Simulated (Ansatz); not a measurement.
# Bands, cutoff and cost in G0W0 for P (puckered monolayer), part 2 of 2

How do accuracy and time trade against each other in G0W0 on P (puckered monolayer)?

Ansatz 0.2.0; G0W0 on PBEsol, plane waves, PAW. Known limits of the many-body steps: not at the basis limit; coarse mesh for a sheet.

So far. Step 5 (1923 empty bands, screening to 165 eV): Against the run with 6×8×1 mesh, 1047 empty bands, screening to 110 eV, the gap moves by +0.012 eV.

### Step 6. Changing the k mesh: 4×4×1 mesh, 486 empty bands, screening to 66 eV

A second mesh at equal bands and cutoff isolates the sampling error. Bands and cutoff differ from the step before, so it is read against an earlier run that matches them.

File input.yaml:

```yaml
crystal:
  lattice:
    - [4.44437393, 0.0, 0.0]
    - [0.0, 3.2826980345, 0.0]
    - [0.0, 0.0, 27.4]
  atoms:
    - { symbol: P, position: [0.0828742293, 0.0, 0.538556083] }
    - { symbol: P, position: [0.4171257707, 0.5, 0.538556083] }
    - { symbol: P, position: [0.5828742293, 0.5, 0.461443917] }
    - { symbol: P, position: [0.9171257707, 0.0, 0.461443917] }
  periodic: [true, true, false]
kpoints:
  mp_grid: { grid: [4, 4, 1] }
hamiltonian:
  xc: pbesol
scf:
  occupations: { method: fixed }
gw:
  n_empty_bands: 486
  ecut_chi: 66.0
  qp_bands: [v2, c2]
  qp_kpoints: band_edges
  screening: { model: contour_deformation }
```

Started as:

```bash
$ ansatz run input.yaml --threads 2 --pin off --max-ram 92160MiB --backend cuda --events-out ev --progress --plain --runs-dir out --devices 1 --max-vram 13GiB  # rebuilt from the run's record
```

Numbers of over 12 decimals in the logs are rounded to 6 here.

Log:

```text
GPUs: using 1 of 1 available (devices: 1).
[...]
GPU FFT provider: cuFFT
GPU libraries: cuBLAS 13.8.2, cuFFT 12.4.0, cuSOLVER 12.3.4
Crystal: 4 atoms, lattice volume = 399.753 Å³
Basis set: ecut = 420 eV, 7855 PW (Γ)
Bands: 14, of which v1, the nominal top of the filled ones, is band 10 counted from 1 (9 counted from 0)
Symmetry: 8 space group operations
[...]
k-points: 9 of 16
[...]
1    12     -3.5203    -7.6047    -3.6656   -11.6537  0.6657    -3.1080    -3.1370  root
[...]
8     9     -6.2275   -15.4766     1.9296   -13.2332  0.6425    -6.5588    -6.5413  root
     8    10     -6.2275   -15.4766     1.9296   -13.2332  0.6425    -6.5588    -6.5413  root
     8    11     -2.5890    -7.3930    -4.0752   -11.8954  0.6585    -2.1228    -2.1617  root
     8    12     -2.5890    -7.3930    -4.0752   -11.8954  0.6585    -2.1228    -2.1617  root
[key lines of the parts left out:]
SCF converged after 6 iterations
Free energy (F): -2959.840073 eV
Fermi energy:    -4.939781 eV
```

Elapsed: 12 s, on 1 × NVIDIA H100 80GB HBM3 (shared by 6 runs) with 2 threads of AMD EPYC 7R13 (Zen 3), shared host; peak memory 2 GiB; 15 s of CPU time.

Numbers from this step:

| Quantity | Value |
| --- | --- |
| bands summed | 496 |
| plane waves in the screening matrix | 485 |
| G0W0 gap on the mesh | 1.294 eV |
| k of the valence top | 0, 0, 0 |
| k of the conduction bottom | 0, 0, 0 |
| starting gap on the mesh | 0.7056 eV |
| least direct G0W0 gap on the computed points | 1.294 eV |

Against the run with 6×8×1 mesh, 486 empty bands, screening to 66 eV, the gap moves by −0.15 eV.

### Step 7. Changing the k mesh: 2×2×1 mesh, 486 empty bands, screening to 66 eV

input.yaml, as its differences from that of step 6:

```diff
@@ -12,3 +12,3 @@
 kpoints:
-  mp_grid: { grid: [4, 4, 1] }
+  mp_grid: { grid: [2, 2, 1] }
 hamiltonian:
```

Log:

```text
GPUs: using 1 of 1 available (devices: 1).
[...]
GPU FFT provider: cuFFT
GPU libraries: cuBLAS 13.8.2, cuFFT 12.4.0, cuSOLVER 12.3.4
Crystal: 4 atoms, lattice volume = 399.753 Å³
Basis set: ecut = 420 eV, 7855 PW (Γ)
Bands: 14, of which v1, the nominal top of the filled ones, is band 10 counted from 1 (9 counted from 0)
Symmetry: 8 space group operations
[...]
k-points: 4
[...]
1    12     -3.5887    -7.7361    -4.3055   -12.2329  0.6397    -3.3923    -3.3973  root
[...]
3     9     -6.1089   -15.3620     2.1442   -13.2144  0.6240    -6.1123    -6.1123  root
     3    10     -6.1089   -15.3620     2.1442   -13.2144  0.6240    -6.1123    -6.1123  root
     3    11     -2.4627    -7.2944    -4.3925   -11.8293  0.6387    -2.3177    -2.3203  root
     3    12     -2.4627    -7.2944    -4.3925   -11.8293  0.6387    -2.3177    -2.3203  root
[key lines of the parts left out:]
SCF converged after 7 iterations
Free energy (F): -2958.760077 eV
Fermi energy:    -4.798859 eV
```

The job ended after 6.4 s (1 × NVIDIA H100 80GB HBM3 (shared by 6 runs) with 2 threads; peak memory 1.6 GiB; 7.6 s of CPU time).

Numbers from this step:

| Quantity | Value |
| --- | --- |
| bands summed | 496 |
| plane waves in the screening matrix | 485 |
| G0W0 gap on the mesh | 0.6414 eV |
| k of the valence top | 0, 0, 0 |
| k of the conduction bottom | 0, 0, 0 |
| starting gap on the mesh | 0.6707 eV |
| least direct G0W0 gap on the computed points | 0.6414 eV |

Against the run with 4×4×1 mesh, 486 empty bands, screening to 66 eV, the gap moves by −0.65 eV, while the start moved by −0.03 eV.

### Step 8. Changing the k mesh: 8×10×1 mesh, 486 empty bands, screening to 66 eV

input.yaml, as its differences from that of step 7:

```diff
@@ -12,3 +12,3 @@
 kpoints:
-  mp_grid: { grid: [2, 2, 1] }
+  mp_grid: { grid: [8, 10, 1] }
 hamiltonian:
```

Log:

```text
GPUs: using 1 of 1 available (devices: 1).
[...]
GPU FFT provider: cuFFT
GPU libraries: cuBLAS 13.8.2, cuFFT 12.4.0, cuSOLVER 12.3.4
Crystal: 4 atoms, lattice volume = 399.753 Å³
Basis set: ecut = 420 eV, 7855 PW (Γ)
Bands: 14, of which v1, the nominal top of the filled ones, is band 10 counted from 1 (9 counted from 0)
Symmetry: 8 space group operations
[...]
k-points: 30 of 80
[...]
25    12     -2.3391    -8.9676    -4.2708   -13.8533  0.6861    -1.6379    -1.7242  root ?
    29     9     -6.2421   -15.4421     1.7978   -13.2344  0.6734    -6.6740    -6.6519  root
    29    10     -6.2421   -15.4421     1.7978   -13.2344  0.6734    -6.6740    -6.6519  root
    29    11     -2.6002    -7.4310    -3.9381   -11.9014  0.6951    -2.0192    -2.0680  root
    29    12     -2.6002    -7.4310    -3.9381   -11.9014  0.6951    -2.0192    -2.0680  root
[key lines of the parts left out:]
SCF converged after 6 iterations
Free energy (F): -2959.929787 eV
Fermi energy:    -4.955702 eV
```

Elapsed: 94 s, on 1 × NVIDIA H100 80GB HBM3 (shared by 6 runs) with 2 threads; peak memory 4 GiB.

This step gave:

| Item | Value |
| --- | --- |
| bands summed | 496 |
| plane waves in the screening matrix | 485 |
| G0W0 gap on the mesh | 1.477 eV |
| k of the valence top | 0, 0, 0 |
| k of the conduction bottom | 0, 0, 0 |
| starting gap on the mesh | 0.7110 eV |
| least direct G0W0 gap on the computed points | 1.477 eV |

Against the run with 2×2×1 mesh, 486 empty bands, screening to 66 eV, the gap moves by +0.84 eV, while the start moved by +0.04 eV.

### Step 9. The runs together

Times are wall times on 1 × NVIDIA H100 80GB HBM3 (shared by 6 runs) with 2 threads of AMD EPYC 7R13 (Zen 3), shared host, good to a factor of about two.

```
  mesh        files            frequency  bands summed  cutoff (eV)  start (eV)  G0W0 (eV)     time  host memory (GiB)
 6×8×1  default PAW  contour deformation           182           33       0.710      1.261     21 s                1.7
 6×8×1  default PAW  contour deformation           496           66       0.710      1.441     35 s                3.1
 6×8×1  default PAW  contour deformation          1057          110       0.710      1.515     99 s                7.0
 6×8×1  default PAW  contour deformation          1933          165       0.710      1.527  7.2 min                 17
 4×4×1  default PAW  contour deformation           496           66       0.706      1.294     12 s                2.0
 2×2×1  default PAW  contour deformation           496           66       0.671      0.641    6.4 s                1.6
8×10×1  default PAW  contour deformation           496           66       0.711      1.477     94 s                4.0
```

How the two edges are built up, in eV (the quasiparticle level is the starting level plus Σx plus Σc less Vxc):

```
       run               edge  start      Σx     Σc     Vxc     Z     QP
 182 bands        valence top  -4.95  -14.98   1.33  -13.68  0.69  -4.92
 182 bands  conduction bottom  -4.24   -7.78  -3.02  -11.38  0.70  -3.66
 496 bands        valence top  -4.95  -14.98   1.00  -13.68  0.68  -5.25
 496 bands  conduction bottom  -4.24   -7.78  -3.17  -11.38  0.70  -3.81
1057 bands        valence top  -4.95  -14.98   0.81  -13.68  0.68  -5.45
1057 bands  conduction bottom  -4.24   -7.78  -3.29  -11.38  0.70  -3.93
1933 bands        valence top  -4.95  -14.98   0.73  -13.68  0.68  -5.53
1933 bands  conduction bottom  -4.24   -7.78  -3.36  -11.38  0.70  -4.00
```

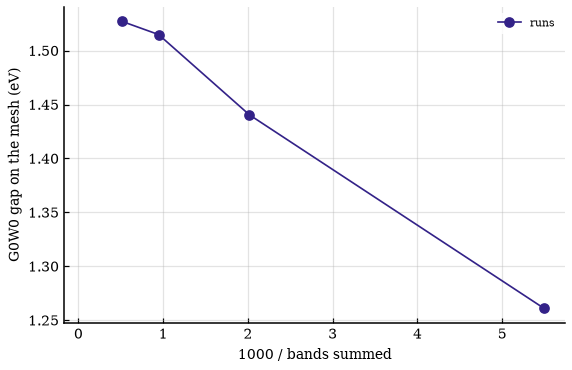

The gap against one over the number of bands.

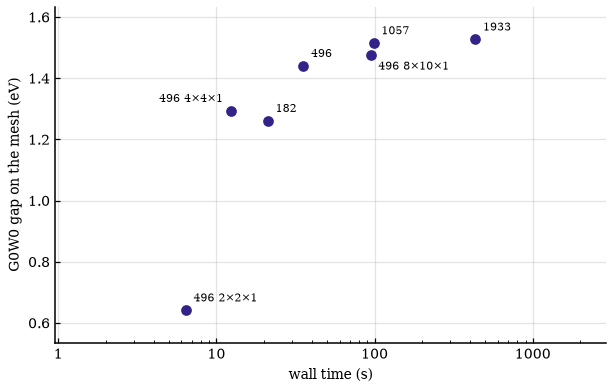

Result against wall time.

### Step 10. Outcome

```
182 bands, 33 eV   : 1.261 eV
496 bands, 66 eV   : 1.441 eV
1057 bands, 110 eV : 1.515 eV
1933 bands, 165 eV : 1.527 eV
mesh and start     : 6×8×1, PBEsol
```

**Reading.** From 182 to 1933 bands the gap moves by +0.27 eV while the time grows 20-fold. Σc changes by −0.60 eV at the valence top and −0.34 eV at the conduction bottom, so both edges matter. On the 4×4×1 mesh in place of 6×8×1 the gap differs by −0.15 eV, of which −0.005 eV is already in the start. On the 2×2×1 mesh in place of 6×8×1 the gap differs by −0.80 eV, of which −0.04 eV is already in the start. On the 8×10×1 mesh in place of 6×8×1 the gap differs by +0.04 eV, of which +0.001 eV is already in the start. The mesh in the plane is coarse for a sheet; gap and any exciton binding can still move on denser ones. The program marks a band-edge row as in doubt, so the gap is less sure than its digits.

[Paths, hosts, dates, memory and timing lines, banners, echoed tables and standing remarks are left out of the program output.]

[Logs are printed without paths, hosts, clocks, repeated set-up lines and the standing remarks that a program may print on its own settings, such as how far it seeks lower states.]

[Runs of the session that timed out or met a known fault of the program may be left out.]

[Cells called generated may have been cut or substituted from an entry of the Crystallography Open Database or the Materials Project.]

[Hosts, paths, dates, database ids (printed as entryN), source tags and the programs' standing remarks are cut or masked in the printed files.]
